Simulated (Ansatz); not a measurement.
# Run report: C$_{3}$H$_{7}$AlB$_{2}$, nudged elastic band (part 2 of 2)

The same run, continued: C$_{3}$H$_{7}$AlB$_{2}$; RKS r2SCAN/cc-pVDZ (Ansatz 0.2.0). It belongs to a series of runs on one base structure; here: band between the two ends.

Geometry of the input (Å):
```
B  -2.4176  0.0235  0.4828
C  -1.9657  1.4260  0.6138
C  -1.0721  2.4037  0.5027
Al -0.2078  0.8139  -0.1320
B  1.2573  -0.4368  -0.9472
C  2.2471  -1.3234  -0.1345
H  -3.0338  -0.3139  -0.5046
H  -2.3396  -0.7167  1.4397
H  -1.1345  3.4669  0.7455
H  1.2560  -0.5242  -2.1561
H  1.8233  -2.3490  -0.2104
H  3.2361  -1.3987  -0.6197
H  2.3719  -1.1059  0.9349
```

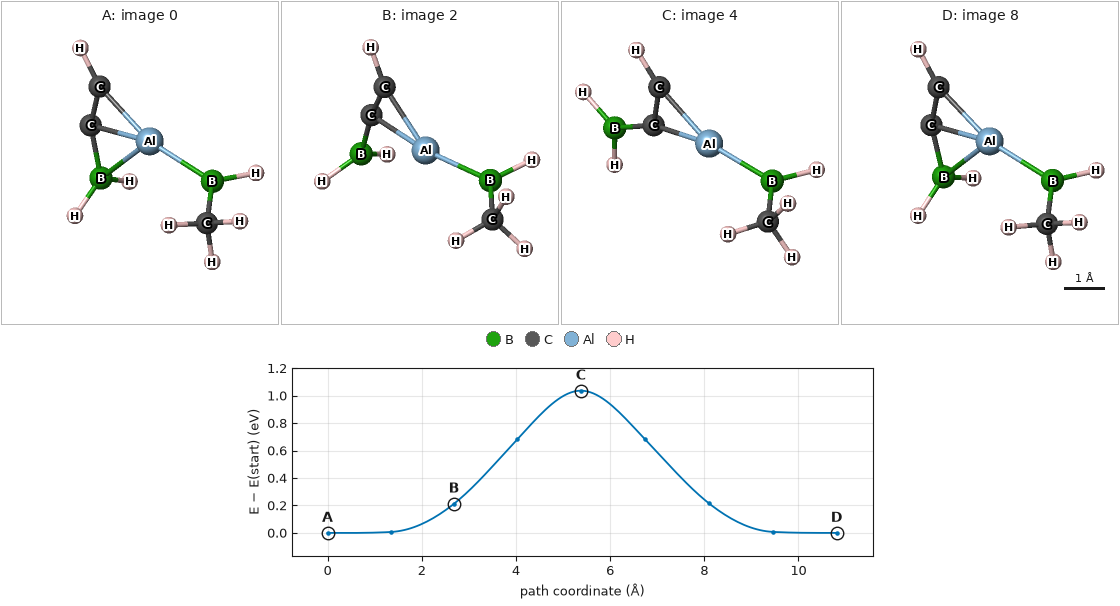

Figure 1. Images of the last band (counted from 0; ball-and-stick, seen at a tilt) above the energy along the path; the line is a cubic interpolation that uses the forces. The highest image is number 4, 1.037 eV above the start and 1.037 eV above the end (the climbing image); start and end have the same energy. The path is 10.81 Å long. The band converged in 29 iterations.

```
Total energy: -11167.57230608 eV, -410.4007125959 hartree
Atom 0 at    -3.326913     0.525028     0.788873 Å, force    -0.003014    -0.007875     0.010739 eV/Å
Atom 1 at    -1.831358     0.703601     0.421697 Å, force     0.005046     0.009573    -0.003780 eV/Å
Atom 2 at    -1.007545     1.784795     0.587710 Å, force    -0.006817    -0.005962     0.000805 eV/Å
Atom 3 at    -0.057325     0.335855    -0.235399 Å, force     0.005306     0.005378     0.000612 eV/Å
Atom 4 at     1.634180    -0.557070    -1.105051 Å, force    -0.008065    -0.000655    -0.001794 eV/Å
Atom 5 at     2.738281    -1.379563    -0.368157 Å, force     0.001205    -0.012785     0.002787 eV/Å
Atom 6 at    -3.925096    -0.502825     0.574688 Å, force     0.000326     0.001382    -0.005006 eV/Å
Atom 7 at    -3.913486     1.450028     1.312329 Å, force    -0.001590     0.001054    -0.001968 eV/Å
Atom 8 at    -1.266579     2.762738     1.029976 Å, force     0.004396    -0.000068    -0.001578 eV/Å
Atom 9 at     1.769582    -0.405639    -2.302596 Å, force     0.000112     0.000180    -0.001782 eV/Å
Atom 10 at     2.907769    -2.339394    -0.892667 Å, force     0.000185     0.003550     0.000949 eV/Å
Atom 11 at     3.695442    -0.834854    -0.500993 Å, force     0.002589     0.004815     0.000048 eV/Å
Atom 12 at     2.603651    -1.577500     0.704393 Å, force     0.000322     0.001414    -0.000032 eV/Å
Dipole moment:     0.466510    -0.132983    -0.059436 e Å
this run last wrote the band of iteration 29 to [file]
```

The last band as extended XYZ (Å, eV, eV/Å)
```
13
Properties=species:S:1:pos:R:3:forces:R:3 image=0 energy=-11168.60890
B    -2.4176    0.0235    0.4828    0.0000   0.0037   0.0086
C    -1.9657    1.4260    0.6138    0.0015  -0.0149  -0.0027
C    -1.0721    2.4037    0.5027    0.0059   0.0094  -0.0043
Al   -0.2078    0.8139   -0.1320   -0.0071   0.0040  -0.0001
B     1.2573   -0.4368   -0.9472   -0.0020  -0.0085   0.0079
C     2.2471   -1.3234   -0.1345    0.0090  -0.0006  -0.0145
H    -3.0338   -0.3139   -0.5046    0.0043   0.0010  -0.0003
H    -2.3396   -0.7167    1.4397   -0.0030   0.0031  -0.0036
H    -1.1345    3.4669    0.7455   -0.0020  -0.0051   0.0024
H     1.2560   -0.5242   -2.1561    0.0023   0.0012  -0.0040
H     1.8233   -2.3490   -0.2104   -0.0016   0.0061  -0.0012
H     3.2361   -1.3987   -0.6197   -0.0078  -0.0009   0.0046
H     2.3719   -1.1059    0.9349    0.0005   0.0015   0.0073
13
Properties=species:S:1:pos:R:3:forces:R:3 image=1 energy=-11168.60209
B    -2.5965    0.1427    0.5595    0.0065  -0.0037  -0.0023
C    -1.9617    1.4798    0.6143    0.0000   0.0034   0.0022
C    -0.9496    2.3226    0.4477   -0.0021   0.0043   0.0014
Al   -0.3178    0.5888   -0.1031    0.0026   0.0059  -0.0010
B     1.1737   -0.6264   -0.9326   -0.0041  -0.0019   0.0011
C     2.3075   -1.3680   -0.1649   -0.0050  -0.0006   0.0001
H    -3.2648   -0.1574   -0.4060    0.0097  -0.0028  -0.0031
H    -2.6217   -0.5420    1.5592    0.0124  -0.0083  -0.0043
H    -0.8731    3.3965    0.6307    0.0006   0.0039   0.0022
H     1.1552   -0.6969   -2.1431   -0.0060  -0.0045  -0.0021
H     2.5349   -2.3546   -0.6050   -0.0039   0.0000   0.0033
H     3.2175   -0.7612   -0.3682   -0.0047   0.0011   0.0012
H     2.2169   -1.4586    0.9262   -0.0059   0.0031   0.0014
13
Properties=species:S:1:pos:R:3:forces:R:3 image=2 energy=-11168.39560
B    -3.0137    0.3094    0.6833    0.0729  -0.0431  -0.0168
C    -1.9789    1.3428    0.5339   -0.0362   0.0991   0.0168
C    -0.8960    2.1037    0.3985    0.0174   0.0348  -0.0230
Al   -0.3162    0.3357   -0.0256   -0.0588  -0.0014   0.0215
B     1.3554   -0.6244   -0.8934   -0.0403   0.0050   0.0313
C     2.5487   -1.3914   -0.2460   -0.0469  -0.0085   0.0096
H    -3.7130   -0.0236   -0.2445    0.0670   0.0132  -0.0484
H    -3.2429   -0.0948    1.8005    0.1073  -0.1768  -0.0139
H    -0.8298    3.1889    0.5149    0.0798   0.0470  -0.0344
H     1.4055   -0.4395   -2.0943   -0.0706  -0.0142   0.0204
H     2.7399   -2.3236   -0.8126   -0.0299   0.0125   0.0177
H     3.4645   -0.7907   -0.4250   -0.0424   0.0219   0.0020
H     2.4970   -1.6273    0.8251   -0.0193   0.0105   0.0171
13
Properties=species:S:1:pos:R:3:forces:R:3 image=3 energy=-11167.92504
B    -3.2893    0.4839    0.7557    0.0122  -0.0453   0.0205
C    -1.8837    0.9247    0.4666   -0.0089   0.0730   0.0084
C    -0.9581    1.9172    0.4955   -0.0006   0.0540  -0.0352
Al   -0.0700    0.3743   -0.1148    0.0025   0.0041   0.0295
B     1.5789   -0.5893   -0.9975   -0.0336  -0.0220   0.0259
C     2.7041   -1.4304   -0.3237    0.0053   0.0065   0.0228
H    -3.9818   -0.0842   -0.0499   -0.0146   0.1319  -0.1800
H    -3.7292    0.6650    1.8655    0.0587  -0.2553   0.1960
H    -1.1554    2.9761    0.7098    0.0379   0.0839  -0.1321
H     1.6818   -0.3773   -2.1911   -0.0410  -0.0069   0.0301
H     2.8885   -2.3567   -0.8995   -0.0049  -0.0077  -0.0010
H     3.6474   -0.8566   -0.4406   -0.0195  -0.0015   0.0041
H     2.5874   -1.6814    0.7390    0.0066  -0.0147   0.0112
13
Properties=species:S:1:pos:R:3:forces:R:3 image=4 energy=-11167.57229
B    -3.3269    0.5250    0.7889   -0.0030  -0.0079   0.0107
C    -1.8314    0.7036    0.4217    0.0050   0.0096  -0.0038
C    -1.0075    1.7848    0.5877   -0.0068  -0.0060   0.0008
Al   -0.0573    0.3359   -0.2354    0.0053   0.0054   0.0006
B     1.6342   -0.5571   -1.1051   -0.0081  -0.0007  -0.0018
C     2.7383   -1.3796   -0.3682    0.0012  -0.0128   0.0028
H    -3.9251   -0.5028    0.5747    0.0003   0.0014  -0.0050
H    -3.9135    1.4500    1.3123   -0.0016   0.0011  -0.0020
H    -1.2666    2.7627    1.0300    0.0044  -0.0001  -0.0016
H     1.7696   -0.4056   -2.3026    0.0001   0.0002  -0.0018
H     2.9078   -2.3394   -0.8927    0.0002   0.0036   0.0009
H     3.6954   -0.8349   -0.5010    0.0026   0.0048   0.0000
H     2.6037   -1.5775    0.7044    0.0003   0.0014   0.0000
13
Properties=species:S:1:pos:R:3:forces:R:3 image=5 energy=-11167.92470
B    -3.2803    0.4562    0.7928    0.0133  -0.0143  -0.0204
C    -1.8605    0.8641    0.5185   -0.0127   0.0665   0.0324
C    -0.9162    1.8392    0.5730    0.0326   0.0038   0.0474
Al   -0.1209    0.3671   -0.2904   -0.0002   0.0201  -0.0079
B     1.5267   -0.6307   -1.1474   -0.0312  -0.0005  -0.0176
C     2.6899   -1.2998   -0.3440   -0.0285  -0.0093  -0.0047
H    -3.5728   -0.5510    1.3861    0.0989   0.0084   0.1863
H    -4.1713    1.1494    0.3639   -0.0835  -0.0981  -0.3021
H    -1.0118    2.8006    1.0960    0.1065  -0.0057   0.1095
H     1.6256   -0.6222   -2.3557   -0.0228  -0.0047  -0.0111
H     2.8967   -2.3089   -0.7498   -0.0192   0.0086  -0.0007
H     3.6143   -0.7317   -0.5775   -0.0248   0.0149  -0.0064
H     2.6010   -1.3670    0.7494   -0.0284   0.0104  -0.0048
13
Properties=species:S:1:pos:R:3:forces:R:3 image=6 energy=-11168.39285
B    -3.0327    0.2990    0.6104    0.0480  -0.0206  -0.0341
C    -1.9212    1.2589    0.6597   -0.0028   0.0998   0.0539
C    -0.8224    2.0038    0.5526    0.0117   0.0273   0.0398
Al   -0.3522    0.3207   -0.2055   -0.0510  -0.0123   0.0238
B     1.3184   -0.6823   -1.0327   -0.0531  -0.0004   0.0105
C     2.5273   -1.2578   -0.2268   -0.0406  -0.0083   0.0028
H    -3.2217   -0.5006    1.4966    0.0887  -0.0056   0.0094
H    -3.8434    0.4329   -0.2782    0.0810  -0.1611  -0.1248
H    -0.6800    3.0260    0.9144    0.0884   0.0347   0.0063
H     1.3900   -0.7222   -2.2428   -0.0549   0.0168   0.0131
H     2.7624   -2.2820   -0.5765   -0.0380   0.0136  -0.0028
H     3.4214   -0.6723   -0.5268   -0.0442   0.0159  -0.0020
H     2.4746   -1.2589    0.8704   -0.0331   0.0003   0.0041
13
Properties=species:S:1:pos:R:3:forces:R:3 image=7 energy=-11168.60146
B    -2.6108    0.1397    0.5190    0.0070  -0.0024  -0.0003
C    -1.9518    1.4601    0.6487   -0.0010   0.0023   0.0006
C    -0.9253    2.2926    0.5241   -0.0019   0.0049   0.0001
Al   -0.3262    0.5796   -0.1209    0.0017   0.0063   0.0020
B     1.1678   -0.6280   -0.9576   -0.0019   0.0014   0.0017
C     2.3050   -1.3429   -0.1689   -0.0049  -0.0011   0.0006
H    -2.6465   -0.6037    1.4753    0.0103  -0.0024  -0.0013
H    -3.2873   -0.0883   -0.4604    0.0111  -0.0092  -0.0041
H    -0.8276    3.3526    0.7674   -0.0023   0.0057  -0.0008
H     1.1578   -0.7183   -2.1663   -0.0052   0.0012   0.0010
H     2.5396   -2.3402   -0.5800   -0.0041  -0.0013  -0.0019
H     3.2105   -0.7355   -0.3901   -0.0042  -0.0011   0.0024
H     2.2152   -1.4024    0.9245   -0.0047  -0.0041   0.0001
13
Properties=species:S:1:pos:R:3:forces:R:3 image=8 energy=-11168.60895
B    -2.4224    0.0239    0.4832   -0.0023  -0.0058  -0.0016
C    -1.9656    1.4243    0.6146   -0.0050  -0.0007   0.0017
C    -1.0706    2.4007    0.5035    0.0104  -0.0016  -0.0055
Al   -0.2097    0.8087   -0.1315   -0.0042   0.0038   0.0012
B     1.2606   -0.4356   -0.9479    0.0017  -0.0003   0.0013
C     2.2509   -1.3215   -0.1355    0.0025  -0.0007  -0.0017
H    -2.3496   -0.7176    1.4392    0.0011   0.0022   0.0006
H    -3.0372   -0.3109   -0.5060    0.0027   0.0016   0.0009
H    -1.1319    3.4638    0.7460   -0.0024   0.0001   0.0023
H     1.2622   -0.5190   -2.1571   -0.0004   0.0001  -0.0001
H     1.8166   -2.3434   -0.2032   -0.0004   0.0013   0.0002
H     3.2371   -1.4084   -0.6233   -0.0031   0.0001   0.0008
H     2.3804   -1.0996    0.9328   -0.0007  -0.0001   0.0001
```

Key numbers

| quantity | value |
| --- | --- |
| outcome | converged |
| barrier, forward | 1.037 eV |
| barrier, backward | 1.037 eV |
| wall time | 8.2 min (CPU time 16 min) |
| peak memory | 0.21 GiB |

Remarks

The order of the saddle point was not checked.
